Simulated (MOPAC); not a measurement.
## C$_{6}$H$_{6}$Si (charge −1): geometry relaxation (part 3 of 3)

The same run, continued: C$_{6}$H$_{6}$Si, charge −1, multiplicity 2; PM7, ROHF, dispersion built in (MOPAC 23.2.5). The starting geometry was optimised with PM7.

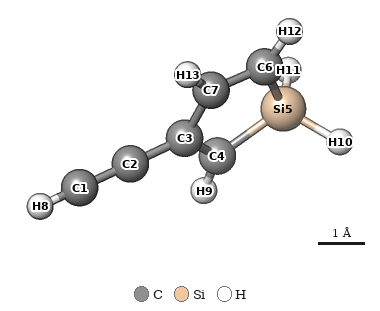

Fig. 1: The geometry at step 25 of the log (ball-and-stick view, seen at a tilt; atoms are numbered from 1 in the order of the input).

**Trajectory as extended XYZ, continued**
```
13
Properties=species:S:1:pos:R:3:forces:R:3 step=19 energy=2.51757
C     3.2906    0.1859   -0.1976   -0.0006   0.0013  -0.0002
C     2.0034    0.0819   -0.1298    0.0012   0.0025   0.0027
C     0.6298   -0.0155   -0.0549   -0.0053   0.0019  -0.0007
C    -0.0737   -1.2262   -0.1814   -0.0008   0.0003   0.0008
Si   -1.8106   -0.7852   -0.0072   -0.0038  -0.0005  -0.0013
C    -1.5331    1.0007    0.2279    0.0005  -0.0016   0.0005
C    -0.1822    1.1651    0.1649    0.0012   0.0013   0.0020
H     4.2914    0.2628   -0.2508   -0.0007  -0.0052  -0.0012
H     0.3791   -2.1788   -0.3457    0.0000  -0.0002   0.0000
H    -2.6157   -1.0835   -1.1832    0.0041  -0.0014   0.0007
H    -2.4674   -1.4114    1.1316    0.0053  -0.0007  -0.0021
H    -2.2605    1.7713    0.3837    0.0004   0.0018   0.0006
H     0.3089    2.1274    0.2708   -0.0013   0.0004  -0.0019
13
Properties=species:S:1:pos:R:3:forces:R:3 step=20 energy=2.51756
C     3.2906    0.1856   -0.1977   -0.0017   0.0010   0.0008
C     2.0033    0.0821   -0.1297   -0.0009   0.0020   0.0010
C     0.6297   -0.0153   -0.0549   -0.0003  -0.0004   0.0014
C    -0.0736   -1.2261   -0.1814   -0.0001   0.0017   0.0001
Si   -1.8105   -0.7853   -0.0072   -0.0008   0.0011  -0.0004
C    -1.5331    1.0006    0.2280   -0.0029   0.0005   0.0015
C    -0.1823    1.1653    0.1650   -0.0006   0.0012  -0.0017
H     4.2914    0.2620   -0.2509   -0.0004  -0.0046  -0.0012
H     0.3795   -2.1786   -0.3457   -0.0011   0.0010   0.0003
H    -2.6155   -1.0835   -1.1832    0.0028  -0.0020  -0.0016
H    -2.4674   -1.4112    1.1315    0.0043  -0.0022  -0.0001
H    -2.2609    1.7711    0.3837    0.0024   0.0004   0.0003
H     0.3086    2.1277    0.2705   -0.0006   0.0004  -0.0003
13
Properties=species:S:1:pos:R:3:forces:R:3 step=21 energy=2.51755
C     3.2905    0.1852   -0.1978    0.0003   0.0001   0.0008
C     2.0032    0.0824   -0.1294    0.0020   0.0008  -0.0009
C     0.6296   -0.0150   -0.0549   -0.0025   0.0005   0.0030
C    -0.0735   -1.2260   -0.1813    0.0019   0.0017  -0.0007
Si   -1.8104   -0.7853   -0.0074    0.0001   0.0006   0.0003
C    -1.5332    1.0005    0.2282   -0.0080   0.0028  -0.0002
C    -0.1825    1.1655    0.1651    0.0017   0.0009  -0.0031
H     4.2914    0.2607   -0.2514   -0.0014  -0.0034  -0.0006
H     0.3800   -2.1784   -0.3457   -0.0026   0.0024   0.0007
H    -2.6152   -1.0837   -1.1834    0.0025  -0.0017  -0.0015
H    -2.4670   -1.4112    1.1314    0.0029  -0.0033   0.0008
H    -2.2612    1.7709    0.3838    0.0036  -0.0006   0.0005
H     0.3082    2.1281    0.2700   -0.0005  -0.0007   0.0010
13
Properties=species:S:1:pos:R:3:forces:R:3 step=22 energy=2.51754
C     3.2904    0.1847   -0.1979   -0.0003  -0.0021  -0.0001
C     2.0031    0.0828   -0.1292    0.0010  -0.0004  -0.0008
C     0.6295   -0.0146   -0.0546    0.0030  -0.0012   0.0014
C    -0.0732   -1.2258   -0.1813    0.0022   0.0029   0.0004
Si   -1.8102   -0.7854   -0.0076    0.0012   0.0011   0.0017
C    -1.5334    1.0005    0.2282   -0.0062   0.0016   0.0013
C    -0.1827    1.1658    0.1653   -0.0029   0.0020  -0.0066
H     4.2914    0.2585   -0.2521   -0.0004  -0.0012   0.0001
H     0.3807   -2.1780   -0.3455   -0.0032   0.0025   0.0005
H    -2.6146   -1.0840   -1.1838    0.0015  -0.0017  -0.0014
H    -2.4664   -1.4115    1.1314    0.0018  -0.0038   0.0005
H    -2.2615    1.7706    0.3842    0.0022   0.0007  -0.0003
H     0.3077    2.1286    0.2693    0.0000  -0.0005   0.0034
13
Properties=species:S:1:pos:R:3:forces:R:3 step=23 energy=2.51753
C     3.2904    0.1839   -0.1981    0.0025  -0.0034   0.0002
C     2.0030    0.0832   -0.1288    0.0016  -0.0013  -0.0031
C     0.6294   -0.0140   -0.0544    0.0000   0.0018   0.0013
C    -0.0729   -1.2254   -0.1812    0.0018   0.0014  -0.0004
Si   -1.8100   -0.7856   -0.0077    0.0015   0.0005   0.0014
C    -1.5337    1.0004    0.2285   -0.0051   0.0034  -0.0018
C    -0.1831    1.1661    0.1650   -0.0011   0.0006  -0.0021
H     4.2914    0.2561   -0.2529    0.0000   0.0008   0.0007
H     0.3814   -2.1775   -0.3454   -0.0036   0.0018   0.0006
H    -2.6140   -1.0844   -1.1843    0.0018  -0.0011   0.0001
H    -2.4659   -1.4119    1.1312    0.0005  -0.0043   0.0008
H    -2.2619    1.7704    0.3846    0.0010   0.0006  -0.0003
H     0.3071    2.1291    0.2691   -0.0008  -0.0008   0.0026
13
Properties=species:S:1:pos:R:3:forces:R:3 step=24 energy=2.51753
C     3.2904    0.1833   -0.1981    0.0015  -0.0035  -0.0010
C     2.0030    0.0834   -0.1288    0.0002  -0.0011  -0.0014
C     0.6294   -0.0136   -0.0543    0.0010   0.0012  -0.0010
C    -0.0727   -1.2251   -0.1811    0.0002   0.0011   0.0001
Si   -1.8099   -0.7857   -0.0077    0.0009   0.0012   0.0011
C    -1.5341    1.0004    0.2284   -0.0005   0.0016  -0.0009
C    -0.1834    1.1664    0.1650   -0.0018   0.0005  -0.0001
H     4.2915    0.2548   -0.2532    0.0013   0.0015   0.0010
H     0.3817   -2.1770   -0.3453   -0.0026   0.0003   0.0004
H    -2.6136   -1.0847   -1.1844    0.0017  -0.0010   0.0007
H    -2.4655   -1.4124    1.1312    0.0005  -0.0035   0.0002
H    -2.2621    1.7703    0.3849   -0.0012   0.0015  -0.0009
H     0.3067    2.1294    0.2693   -0.0012   0.0002   0.0017
13
Properties=species:S:1:pos:R:3:forces:R:3 step=25 energy=2.51752
C     3.2905    0.1826   -0.1982    0.0009  -0.0025  -0.0009
C     2.0031    0.0837   -0.1289   -0.0003  -0.0004  -0.0009
C     0.6294   -0.0131   -0.0542    0.0000   0.0011  -0.0017
C    -0.0724   -1.2247   -0.1811   -0.0015   0.0000   0.0003
Si   -1.8098   -0.7858   -0.0076   -0.0004   0.0016   0.0003
C    -1.5344    1.0004    0.2283    0.0029   0.0001  -0.0005
C    -0.1838    1.1666    0.1649    0.0000  -0.0001   0.0029
H     4.2916    0.2535   -0.2533    0.0019   0.0012   0.0008
H     0.3820   -2.1766   -0.3451   -0.0011  -0.0009   0.0000
H    -2.6131   -1.0852   -1.1846    0.0014  -0.0008   0.0010
H    -2.4651   -1.4133    1.1310    0.0008  -0.0019  -0.0005
H    -2.2624    1.7704    0.3850   -0.0028   0.0014  -0.0011
H     0.3062    2.1296    0.2698   -0.0018   0.0010   0.0000
13
Properties=species:S:1:pos:R:3:forces:R:3 step=26 energy=2.51751
C     3.2906    0.1819   -0.1982    0.0002  -0.0010  -0.0012
C     2.0031    0.0839   -0.1291   -0.0004  -0.0002   0.0004
C     0.6294   -0.0126   -0.0543    0.0002   0.0001  -0.0014
C    -0.0722   -1.2244   -0.1810   -0.0018   0.0001   0.0002
Si   -1.8096   -0.7859   -0.0076   -0.0009   0.0015   0.0000
C    -1.5347    1.0004    0.2283    0.0035  -0.0003   0.0004
C    -0.1840    1.1669    0.1650    0.0008   0.0000   0.0024
H     4.2917    0.2524   -0.2532    0.0016   0.0007   0.0007
H     0.3822   -2.1762   -0.3450   -0.0004  -0.0011  -0.0001
H    -2.6126   -1.0856   -1.1846    0.0008  -0.0006   0.0006
H    -2.4648   -1.4140    1.1309    0.0009  -0.0008  -0.0005
H    -2.2627    1.7703    0.3849   -0.0028   0.0007  -0.0009
H     0.3057    2.1299    0.2702   -0.0018   0.0009  -0.0005
13
Properties=species:S:1:pos:R:3:forces:R:3 step=27 energy=2.51751
C     3.2907    0.1813   -0.1984    0.0003   0.0007   0.0000
C     2.0031    0.0840   -0.1292    0.0003  -0.0005   0.0002
C     0.6294   -0.0123   -0.0544    0.0001  -0.0006   0.0001
C    -0.0721   -1.2242   -0.1809   -0.0007  -0.0001   0.0001
Si   -1.8095   -0.7859   -0.0075   -0.0008   0.0005  -0.0002
C    -1.5349    1.0004    0.2283    0.0010  -0.0002   0.0007
C    -0.1842    1.1671    0.1651    0.0012   0.0000   0.0004
H     4.2919    0.2518   -0.2530    0.0002  -0.0001  -0.0001
H     0.3824   -2.1760   -0.3448   -0.0003   0.0000  -0.0002
H    -2.6123   -1.0860   -1.1846    0.0000  -0.0001   0.0000
H    -2.4645   -1.4146    1.1307    0.0007   0.0003  -0.0002
H    -2.2631    1.7703    0.3845   -0.0012  -0.0005  -0.0003
H     0.3053    2.1302    0.2705   -0.0008   0.0006  -0.0005
13
Properties=species:S:1:pos:R:3:forces:R:3 step=28 energy=2.51751
C     3.2907    0.1815   -0.1984    0.0005  -0.0014  -0.0002
C     2.0031    0.0840   -0.1292    0.0001   0.0014   0.0003
C     0.6294   -0.0124   -0.0544    0.0002   0.0004   0.0001
C    -0.0722   -1.2242   -0.1809   -0.0002   0.0002   0.0000
Si   -1.8096   -0.7858   -0.0075   -0.0002   0.0002   0.0000
C    -1.5348    1.0004    0.2283    0.0002   0.0000   0.0000
C    -0.1841    1.1670    0.1652    0.0007   0.0001   0.0000
H     4.2918    0.2520   -0.2529    0.0002  -0.0003   0.0000
H     0.3823   -2.1761   -0.3449   -0.0004   0.0000  -0.0001
H    -2.6123   -1.0859   -1.1846    0.0000  -0.0001  -0.0001
H    -2.4645   -1.4145    1.1307    0.0005   0.0000   0.0000
H    -2.2630    1.7703    0.3844   -0.0008  -0.0005  -0.0001
H     0.3054    2.1302    0.2704   -0.0007   0.0002   0.0000
13
Properties=species:S:1:pos:R:3:forces:R:3 step=29 energy=2.51751
C     3.2907    0.1813   -0.1984    0.0003  -0.0003   0.0002
C     2.0031    0.0841   -0.1292    0.0003  -0.0005   0.0001
C     0.6294   -0.0122   -0.0543    0.0005   0.0005   0.0004
C    -0.0721   -1.2241   -0.1809    0.0006   0.0007  -0.0002
Si   -1.8095   -0.7858   -0.0076    0.0009  -0.0006   0.0003
C    -1.5348    1.0004    0.2284   -0.0010   0.0006  -0.0009
C    -0.1842    1.1671    0.1652   -0.0007   0.0003  -0.0010
H     4.2919    0.2515   -0.2530   -0.0001   0.0004   0.0000
H     0.3825   -2.1760   -0.3449   -0.0011   0.0001   0.0000
H    -2.6122   -1.0861   -1.1846   -0.0003   0.0002  -0.0003
H    -2.4644   -1.4146    1.1306    0.0000  -0.0003   0.0006
H    -2.2633    1.7701    0.3843    0.0006  -0.0004   0.0004
H     0.3051    2.1305    0.2703    0.0001  -0.0009   0.0006
13
Properties=species:S:1:pos:R:3:forces:R:3 step=30 energy=2.51751
C     3.2907    0.1813   -0.1984    0.0002  -0.0005   0.0001
C     2.0031    0.0840   -0.1292    0.0004   0.0005   0.0000
C     0.6294   -0.0122   -0.0543    0.0001   0.0001   0.0000
C    -0.0721   -1.2241   -0.1809    0.0002   0.0000   0.0001
Si   -1.8095   -0.7859   -0.0075    0.0000   0.0000  -0.0001
C    -1.5348    1.0004    0.2283   -0.0001  -0.0002   0.0003
C    -0.1842    1.1671    0.1652    0.0001   0.0000   0.0002
H     4.2919    0.2516   -0.2530    0.0001  -0.0002  -0.0001
H     0.3824   -2.1760   -0.3449   -0.0005   0.0002  -0.0001
H    -2.6122   -1.0860   -1.1846   -0.0001   0.0001   0.0000
H    -2.4644   -1.4147    1.1307    0.0004   0.0001   0.0001
H    -2.2632    1.7702    0.3844   -0.0003  -0.0004  -0.0003
H     0.3052    2.1304    0.2704   -0.0002   0.0002  -0.0003
```

This output came from the following input.

**The input (run.mop)**
```
PM7 DOUBLET GNORM=0.05 RHF CYCLES=200 OPEN(1,1) CHARGE=-1 AUX(PRECISION=6) THREADS=1


C 3.286988 1 0.191944 1 -0.196588 1
C 2.013086 1 0.075988 1 -0.130999 1
C 0.620752 1 -0.051092 1 -0.059416 1
C -0.057402 1 -1.217390 1 -0.180927 1
Si -1.828530 1 -0.786700 1 -0.006417 1
C -1.528059 1 1.006525 1 0.228883 1
C -0.194814 1 1.177334 1 0.167189 1
H 4.302652 1 0.285092 1 -0.248708 1
H 0.385462 1 -2.192810 1 -0.347518 1
H -2.595085 1 -1.071548 1 -1.206985 1
H -2.444651 1 -1.406522 1 1.153862 1
H -2.264246 1 1.786423 1 0.387171 1
H 0.326111 1 2.124853 1 0.267878 1
```

Command:
```bash
mopac run.mop
```

**Summary**

```csv
quantity,value
outcome,converged
heat of formation,58.06 kcal/mol
basis functions,39
largest force,0.001 eV/Å
hardware,"1 thread of Arm Neoverse N1, 54 GiB of memory available, shared host"
wall time,2.6 s
peak memory,0.073 GiB
```

**Notes**

MOPAC's energies along a path are heats of formation.
